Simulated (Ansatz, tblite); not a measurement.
# The cluster Sn₁₈H₂₈: rung by rung

Aim: run the singlet of the cluster Sn₁₈H₂₈ at one geometry on many levels, and compare frontier levels, spin and run time.

Computed with Ansatz 0.2.0, Gaussian basis. Level: as each input shows.

The runs, in order: GFN1-xTB, GFN2-xTB, PBE-D4/def2-SVP, r2SCAN-D4/def2-SVP, PBE-QIDH/def2-SVP, PBE0-D4/def2-TZVP, PBE-D4/def2-TZVP, MP2/def2-SVP.

5 further runs of the same task are left out: 3 for a known fault of the program, 2 set aside as unsound or not needed.

### 1 The geometry

The singlet was relaxed beforehand with PBE-D4/def2-SVP.

46 atoms, charge 0, spin multiplicity 1.

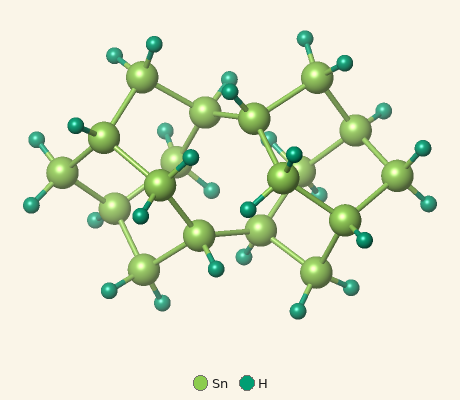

The structure; tin green, hydrogen teal.

Sn takes a core potential in the def2 sets. No spin-orbit coupling is included.

PBE0-D4/def2-SVP was run before; its log isn't repeated, and its numbers join the tables.

### 2 GFN1-xTB

Tight binding, by tblite at 300 K electronic temperature and without a spin-polarisation term:

```python
tblite.interface.Calculator('GFN1-xTB', numbers, positions, charge=0, uhf=0).singlepoint()
```

Energy -1646.1574 eV, HOMO -10.38 eV, LUMO -8.86 eV; 0.23 s.

### 3 GFN2-xTB

Tight binding, by tblite at 300 K electronic temperature and without a spin-polarisation term:

```python
tblite.interface.Calculator('GFN2-xTB', numbers, positions, charge=0, uhf=0).singlepoint()
```

Energy -1426.6949 eV, HOMO -10.79 eV, LUMO -9.72 eV; 0.41 s.

### 4 PBE-D4/def2-SVP

start.molden holds the orbitals of an earlier run on this state, given as this run's starting guess.

Contents of in.yaml:

```yaml
crystal:
  periodic: [false, false, false]
  atoms:
    - {symbol: Sn, position_ang: [-3.488476, -0.211496, -3.138032]}
    - {symbol: Sn, position_ang: [-3.489271, 0.208827, 3.131176]}
    - {symbol: Sn, position_ang: [0.150953, -2.670505, -2.225303]}
    - {symbol: Sn, position_ang: [-0.148387, -2.666546, 2.218821]}
    - {symbol: Sn, position_ang: [0.000615, -0.002279, -6.047158]}
    - {symbol: Sn, position_ang: [-0.149327, 2.668444, -2.226730]}
    - {symbol: Sn, position_ang: [3.489743, 0.208830, -3.138251]}
    - {symbol: Sn, position_ang: [0.149763, 2.667105, 2.217426]}
    - {symbol: Sn, position_ang: [3.490278, -0.207498, 3.131900]}
    - {symbol: Sn, position_ang: [0.000511, 0.001510, 6.040918]}
    - {symbol: Sn, position_ang: [-1.447043, -1.715874, -4.352418]}
    - {symbol: Sn, position_ang: [-2.115393, -1.021086, 0.993942]}
    - {symbol: Sn, position_ang: [-2.115627, 1.022009, -1.002150]}
    - {symbol: Sn, position_ang: [-1.448081, 1.713723, 4.345595]}
    - {symbol: Sn, position_ang: [2.116923, -1.023006, -1.001324]}
    - {symbol: Sn, position_ang: [1.449026, -1.711852, 4.346689]}
    - {symbol: Sn, position_ang: [1.448264, 1.712380, -4.353528]}
    - {symbol: Sn, position_ang: [2.116952, 1.021184, 0.993635]}
    - {symbol: H, position_ang: [-4.785806, -1.222754, -2.587971]}
    - {symbol: H, position_ang: [-4.142534, 0.938376, -4.265027]}
    - {symbol: H, position_ang: [-4.142022, -0.943693, 4.256325]}
    - {symbol: H, position_ang: [-4.788338, 1.218361, 2.581881]}
    - {symbol: H, position_ang: [-0.929342, -3.336161, -1.036445]}
    - {symbol: H, position_ang: [1.136051, -3.996354, -2.779111]}
    - {symbol: H, position_ang: [-1.132785, -3.993293, 2.771719]}
    - {symbol: H, position_ang: [0.932630, -3.331610, 1.030255]}
    - {symbol: H, position_ang: [-1.091831, 0.875424, -7.072513]}
    - {symbol: H, position_ang: [1.093033, -0.880795, -7.071804]}
    - {symbol: H, position_ang: [-1.133850, 3.994477, -2.780956]}
    - {symbol: H, position_ang: [0.930700, 3.333912, -1.037576]}
    - {symbol: H, position_ang: [4.143436, -0.942182, -4.264307]}
    - {symbol: H, position_ang: [4.787418, 1.220087, -2.588967]}
    - {symbol: H, position_ang: [-0.930560, 3.331865, 1.028011]}
    - {symbol: H, position_ang: [1.134099, 3.994160, 2.769714]}
    - {symbol: H, position_ang: [4.789936, -1.216755, 2.583564]}
    - {symbol: H, position_ang: [4.142357, 0.945739, 4.256705]}
    - {symbol: H, position_ang: [-1.090674, -0.877210, 7.066675]}
    - {symbol: H, position_ang: [1.092325, 0.881421, 7.065032]}
    - {symbol: H, position_ang: [-2.015341, -3.122073, -5.209501]}
    - {symbol: H, position_ang: [-3.194272, -2.182837, 0.252536]}
    - {symbol: H, position_ang: [-3.196481, 2.182749, -0.261751]}
    - {symbol: H, position_ang: [-2.017581, 3.120641, 5.200739]}
    - {symbol: H, position_ang: [3.197576, -2.183486, -0.260196]}
    - {symbol: H, position_ang: [2.017748, -3.118556, 5.202726]}
    - {symbol: H, position_ang: [2.016719, 3.118088, -5.211363]}
    - {symbol: H, position_ang: [3.195867, 2.182391, 0.251397]}
basis:
  gaussian: {orbitals: def2-SVP, fitting: {mean_field: def2-universal-jkfit}, initial_orbitals: start.molden}
hamiltonian: {xc: pbe, dispersion: d4}
scf: {omitted_lower_state_checks: [starts]}
output: {forces: true, orbitals: {seedname: orbitals}}
```

Started as:

```sh
$ ansatz run in.yaml --threads 4 --pin off --events-out ev --progress --plain --max-ram 66560MiB --backend cuda --devices 0, --max-vram 37GiB
```

Standard output, cut to the lines that bear on the results:

```text
Functional definition: PBE
  name "PBE"
  cite "Perdew, Burke & Ernzerhof, Phys. Rev. Lett. 77, 3865 (1996) doi:10.1103/PhysRevLett.77.3865"
  parent pbe
[...]
4428 factors; integrals over basis functions are off by at most 3.3e-1 eV
[...]
mean field -105424.99999839 eV, -3874.2972903093 hartree, gradient 1.1e-5 eV, S^2 0.000000; 0 other end points of the search recorded, 0 dependent functions left out
[...]
reference -105425.00012578 eV, -3874.2972949909 hartree; 212, 212 occupied and 396, 396 virtual orbitals, 4428 factors
Total energy: -105428.20584020 eV, -3874.4151028228 hartree
Atom 0 at    -3.488476    -0.211496    -3.138032 Å, force     0.002116    -0.011686     0.006206 eV/Å
Atom 1 at    -3.489271     0.208827     3.131176 Å, force     0.001227     0.010708    -0.007508 eV/Å
Atom 2 at     0.150953    -2.670505    -2.225303 Å, force    -0.011884     0.014779     0.013556 eV/Å
Atom 3 at    -0.148387    -2.666546     2.218821 Å, force     0.012042     0.014400    -0.013690 eV/Å
Atom 4 at     0.000615    -0.002279    -6.047158 Å, force    -0.000534    -0.000196     0.006760 eV/Å
Atom 5 at    -0.149327     2.668444    -2.226730 Å, force     0.011815    -0.015028     0.013374 eV/Å
Atom 6 at     3.489743     0.208830    -3.138251 Å, force    -0.001937     0.011096     0.006653 eV/Å
Atom 7 at     0.149763     2.667105     2.217426 Å, force    -0.012360    -0.013250    -0.014048 eV/Å
[...]
Atom 30 at     4.143436    -0.942182    -4.264307 Å, force    -0.000630     0.002839     0.001059 eV/Å
Atom 31 at     4.787418     1.220087    -2.588967 Å, force     0.005209     0.001628    -0.000048 eV/Å
Atom 32 at    -0.930560     3.331865     1.028011 Å, force    -0.001788    -0.002048     0.002194 eV/Å
Atom 33 at     1.134099     3.994160     2.769714 Å, force     0.004136     0.003202     0.002625 eV/Å
Atom 34 at     4.789936    -1.216755     2.583564 Å, force     0.004365    -0.002482     0.000637 eV/Å
Atom 35 at     4.142357     0.945739     4.256705 Å, force    -0.001548    -0.003445    -0.001005 eV/Å
Atom 36 at    -1.090674    -0.877210     7.066675 Å, force     0.000126     0.001681     0.000075 eV/Å
Atom 37 at     1.092325     0.881421     7.065032 Å, force    -0.000348    -0.001843     0.000248 eV/Å
Atom 38 at    -2.015341    -3.122073    -5.209501 Å, force    -0.002825    -0.000937     0.004326 eV/Å
Atom 39 at    -3.194272    -2.182837     0.252536 Å, force    -0.003212     0.005165     0.006331 eV/Å
Atom 40 at    -3.196481     2.182749    -0.261751 Å, force    -0.002185    -0.006115    -0.006891 eV/Å
Atom 41 at    -2.017581     3.120641     5.200739 Å, force    -0.001831     0.000493    -0.003651 eV/Å
Atom 42 at     3.197576    -2.183486    -0.260196 Å, force     0.002319     0.006229    -0.007014 eV/Å
Atom 43 at     2.017748    -3.118556     5.202726 Å, force     0.002411    -0.000098    -0.003668 eV/Å
Atom 44 at     2.016719     3.118088    -5.211363 Å, force     0.002637     0.000720     0.004394 eV/Å
Atom 45 at     3.195867     2.182391     0.251397 Å, force     0.003128    -0.005284     0.006750 eV/Å
Dipole moment:     0.000048     0.000066     0.002613 e Å
Checks for a lower state left out: starts
```

Wall time 9 s (1 × H100 (card shared with other runs) with 4 threads of AMD EPYC 7R13, shared host); peak host memory 1.2 GiB.

HOMO -5.80 eV, LUMO -2.96 eV.

### 5 r2SCAN-D4/def2-SVP

in.yaml: that of step 4 with these lines changed.

```diff
@@ -51,4 +51,4 @@
   gaussian: {orbitals: def2-SVP, fitting: {mean_field: def2-universal-jkfit}, initial_orbitals: start.molden}
-hamiltonian: {xc: pbe, dispersion: d4}
+hamiltonian: {xc: r2scan, dispersion: d4}
 scf: {omitted_lower_state_checks: [starts]}
-output: {forces: true, orbitals: {seedname: orbitals}}
+output: {orbitals: {seedname: orbitals}}
```

Launched as before.

Standard output:

```text
Functional definition: r2SCAN
  name "r2SCAN"
  cite "Furness, Kaplan, Ning, Perdew & Sun, J. Phys. Chem. Lett. 11, 8208 (2020) doi:10.1021/acs.jpclett.0c02405"
  cite "Furness, Kaplan, Ning, Perdew & Sun, J. Phys. Chem. Lett. 11, 9248 (2020) doi:10.1021/acs.jpclett.0c03077"
  parent r2scan
  parameter k0 = 0.174
  parameter k1 = 0.065
  parameter a1 = 4.9479
  exchange = r2scan_x(k0 = k0, k1 = k1, a1 = a1)
  correlation = r2scan_c
these checks for a lower state are left out or cut short: starts
4428 factors; integrals over basis functions are off by at most 3.3e-1 eV
mean field evaluation 1: about -105467.6752 eV, gradient 9.7e0 eV
mean field evaluation 2: about -105467.9345 eV, gradient 2.7e-1 eV
mean field evaluation 4: about -105467.9512 eV, gradient 5.0e-4 eV
mean field -105467.95116386 eV, -3875.8757165270 hartree, gradient 7.9e-6 eV, S^2 0.000000; 0 other end points of the search recorded, 0 dependent functions left out
reference -105467.95120015 eV, -3875.8757178607 hartree; 212, 212 occupied and 396, 396 virtual orbitals, 4428 factors
Total energy: -105468.81929549 eV, -3875.9076197758 hartree
Checks for a lower state left out: starts
```

It took 8.5 s on 1 × H100 (card shared with other runs) with 4 threads of AMD EPYC 7R13, shared host; peak host memory 1.2 GiB.

HOMO -6.04 eV, LUMO -2.88 eV.

### 6 PBE-QIDH/def2-SVP

in.yaml: that of step 5 with these lines changed.

```diff
@@ -51,4 +51,3 @@
   gaussian: {orbitals: def2-SVP, fitting: {mean_field: def2-universal-jkfit}, initial_orbitals: start.molden}
-hamiltonian: {xc: r2scan, dispersion: d4}
+hamiltonian: {xc: {name: PBE-QIDH}}
 scf: {omitted_lower_state_checks: [starts]}
-output: {orbitals: {seedname: orbitals}}
```

Launched as before.

Standard output, cut to the lines that bear on the results:

```text
Functional definition: PBE-QIDH
  name "PBE-QIDH"
  cite "Brémond, Sancho-García, Pérez-Jiménez & Adamo, J. Chem. Phys. 141, 031101 (2014) doi:10.1063/1.4890314"
  cite "Perdew, Burke & Ernzerhof, Phys. Rev. Lett. 77, 3865 (1996) doi:10.1103/PhysRevLett.77.3865"
[...]
4428 factors; integrals over basis functions are off by at most 3.3e-1 eV
[...]
mean field -105275.24809509 eV, -3868.7940093686 hartree, gradient 9.3e-6 eV, S^2 0.000000; 0 other end points of the search recorded, 0 dependent functions left out
72 core orbitals not correlated: weight in the atoms' cores, before any rotation towards them, 1.000 or more for the frozen orbitals, at most 0.000 for the correlated occupied ones
reference -105275.24813356 eV, -3868.7940107823 hartree; 140, 140 occupied and 396, 396 virtual orbitals, 4428 factors
second order -65.37820009 eV of doubles, -0.00000000 eV of singles
Total energy: -105297.04086693 eV, -3869.5948789618 hartree
Checks for a lower state left out: starts
```

Run time: 16 s. Hardware: 1 × H100 (card shared with other runs) with 4 threads of AMD EPYC 7R13, shared host; peak host memory 4.7 GiB.

### 7 PBE0-D4/def2-TZVP

in.yaml: that of step 6 with these lines changed.

```diff
@@ -50,4 +50,5 @@
 basis:
-  gaussian: {orbitals: def2-SVP, fitting: {mean_field: def2-universal-jkfit}, initial_orbitals: start.molden}
-hamiltonian: {xc: {name: PBE-QIDH}}
+  gaussian: {orbitals: def2-TZVP, fitting: {mean_field: def2-universal-jkfit}, initial_orbitals: start.molden}
+hamiltonian: {xc: pbe0, dispersion: d4}
 scf: {omitted_lower_state_checks: [starts]}
+output: {orbitals: {seedname: orbitals}}
```

Launched as before.

Standard output:

```text
Functional definition: PBE0
  name "PBE0"
  cite "Adamo & Barone, J. Chem. Phys. 110, 6158 (1999) doi:10.1063/1.478522"
  cite "Perdew, Burke & Ernzerhof, Phys. Rev. Lett. 77, 3865 (1996) doi:10.1103/PhysRevLett.77.3865"
  parent pbe
  parameter a = 0.25
  parameter kappa = 0.804
  parameter beta = 0.06672455060314922
  exchange = (1 - a)*pbe_x(kappa = kappa, mu = beta*pi^2/3) + a*exact_x
  correlation = pbe_c(beta = beta)
these checks for a lower state are left out or cut short: starts
4428 factors; integrals over basis functions are off by at most 6.1e-1 eV
mean field evaluation 1: about -105432.9959 eV, gradient 3.8e1 eV
mean field evaluation 2: about -105434.7412 eV, gradient 1.5e0 eV
mean field evaluation 4: about -105434.7455 eV, gradient 5.4e-2 eV
mean field -105434.74555118 eV, -3874.6554327686 hartree, gradient 3.2e-5 eV, S^2 0.000000; 0 other end points of the search recorded, 0 dependent functions left out
reference -105434.74567739 eV, -3874.6554374066 hartree; 212, 212 occupied and 856, 856 virtual orbitals, 4428 factors
Total energy: -105437.70902135 eV, -3874.7643382887 hartree
Checks for a lower state left out: starts
```

It took 16 s on 1 × H100 (card shared with other runs) with 4 threads of AMD EPYC 7R13, shared host; peak host memory 1.3 GiB.

HOMO -6.65 eV, LUMO -2.38 eV.

### 8 PBE-D4/def2-TZVP

in.yaml: that of step 7 with these lines changed.

```diff
@@ -51,3 +51,3 @@
   gaussian: {orbitals: def2-TZVP, fitting: {mean_field: def2-universal-jkfit}, initial_orbitals: start.molden}
-hamiltonian: {xc: pbe0, dispersion: d4}
+hamiltonian: {xc: pbe, dispersion: d4}
 scf: {omitted_lower_state_checks: [starts]}
```

The command is unchanged.

Standard output:

```text
Functional definition: PBE
  name "PBE"
  cite "Perdew, Burke & Ernzerhof, Phys. Rev. Lett. 77, 3865 (1996) doi:10.1103/PhysRevLett.77.3865"
  parent pbe
  parameter kappa = 0.804
  parameter beta = 0.06672455060314922
  exchange = pbe_x(kappa = kappa, mu = beta*pi^2/3)
  correlation = pbe_c(beta = beta)
these checks for a lower state are left out or cut short: starts
4428 factors; integrals over basis functions are off by at most 6.1e-1 eV
mean field evaluation 1: about -105426.1360 eV, gradient 4.7e1 eV
mean field evaluation 2: about -105428.8855 eV, gradient 2.6e0 eV
mean field evaluation 4: about -105428.9151 eV, gradient 7.8e-2 eV
mean field -105428.91510884 eV, -3874.4411679646 hartree, gradient 5.6e-5 eV, S^2 0.000000; 0 other end points of the search recorded, 0 dependent functions left out
reference -105428.91527704 eV, -3874.4411741457 hartree; 212, 212 occupied and 856, 856 virtual orbitals, 4428 factors
Total energy: -105432.12099145 eV, -3874.5589819775 hartree
Checks for a lower state left out: starts
```

Run time: 9.5 s. Hardware: 1 × H100 (card shared with other runs) with 4 threads of AMD EPYC 7R13, shared host; peak host memory 1.3 GiB.

Report: HOMO -5.87 eV, LUMO -3.06 eV.

### 9 MP2/def2-SVP

in.yaml: that of step 8 with these lines changed.

```diff
@@ -50,4 +50,4 @@
 basis:
-  gaussian: {orbitals: def2-TZVP, fitting: {mean_field: def2-universal-jkfit}, initial_orbitals: start.molden}
-hamiltonian: {xc: pbe, dispersion: d4}
+  gaussian: {orbitals: def2-SVP, initial_orbitals: start.molden}
+correlation: {method: mp2}
 scf: {omitted_lower_state_checks: [starts]}
```

Launched as before.

Standard output:

```text
Functional definition: HF
  name "HF"
  cite "Fock, Z. Phys. 61, 126 (1930) doi:10.1007/BF01340294"
  parent pbe
  exchange = exact_x
  correlation = 0
these checks for a lower state are left out or cut short: starts
7584 factors; integrals over basis functions are off by at most 4.2e-4 eV
mean field evaluation 1: about -104941.9082 eV, gradient 3.3e1 eV
mean field evaluation 2: about -104946.5744 eV, gradient 3.1e0 eV
mean field evaluation 4: about -104946.7057 eV, gradient 5.6e-1 eV
mean field evaluation 8: about -104946.7060 eV, gradient 2.0e-5 eV
mean field -104946.70600058 eV, -3856.7203100891 hartree, gradient 1.2e-6 eV, S^2 0.000000; 0 other end points of the search recorded, 0 dependent functions left out
72 core orbitals not correlated: weight in the atoms' cores, before any rotation towards them, 1.000 or more for the frozen orbitals, at most 0.000 for the correlated occupied ones
reference -104946.70600058 eV, -3856.7203100891 hartree; 140, 140 occupied and 396, 396 virtual orbitals, 7584 factors
second order -56.05038635 eV of doubles, -0.00000000 eV of singles
Total energy: -105002.75638693 eV, -3858.7801237951 hartree
Checks for a lower state left out: starts
```

Run time: 24 s. Hardware: 1 × H100 (card shared with other runs) with 4 threads of AMD EPYC 7R13, shared host; peak host memory 1.8 GiB.

From the report: Hartree-Fock HOMO -8.34 eV, LUMO 0.59 eV.

### 10 Levels side by side

```tsv
level	functions	HOMO (eV)	LUMO (eV)	gap (eV)	time
PBE-D4/def2-SVP	608	-5.80	-2.96	2.84	9 s
PBE-D4/def2-TZVP	1068	-5.87	-3.06	2.80	9.5 s
r2SCAN-D4/def2-SVP	608	-6.04	-2.88	3.16	8.5 s
PBE0-D4/def2-SVP	608	-6.63	-2.32	4.31	13 s
PBE0-D4/def2-TZVP	1068	-6.65	-2.38	4.27	16 s
```

The pieces so far (eV):

```tsv
basis	HF	MP2 correlation	total
def2-SVP	-104946.7060	-56.0504	-105002.7564 (MP2)
```

### 11 Binding energy

Free atoms were run apart at each level; binding is atoms less cluster, divided by the number of atoms, without zero-point or spin-orbit terms.

```tsv
level	binding an atom (eV)
HF/def2-SVP	1.591
PBE-D4/def2-SVP	2.403
PBE-D4/def2-TZVP	2.414
r2SCAN-D4/def2-SVP	2.403
PBE0-D4/def2-SVP	2.397
PBE0-D4/def2-TZVP	2.413
MP2/def2-SVP	2.212
```

### 12 Results

```
                                                quantity                                  value
gap in def2-SVP, named functionals, smallest and largest    2.84 eV (PBE-D4), 4.31 eV (PBE0-D4)
                        correlation energy, MP2/def2-SVP                              -56.05 eV
                binding an atom, functionals in def2-SVP  2.40 (PBE0-D4) to 2.40 eV (r2SCAN-D4)
         PBE0 total energy, smallest basis above largest          3.44 eV (def2-SVP, def2-TZVP)
```

In words: Over the named functionals in def2-SVP the gap runs from 2.84 eV (PBE-D4) to 4.31 eV (PBE0-D4); exact exchange widens it.

The slowest run with a step of its own, MP2/def2-SVP, took 24 s; the quickest functional in def2-SVP took 8.5 s (shared host).
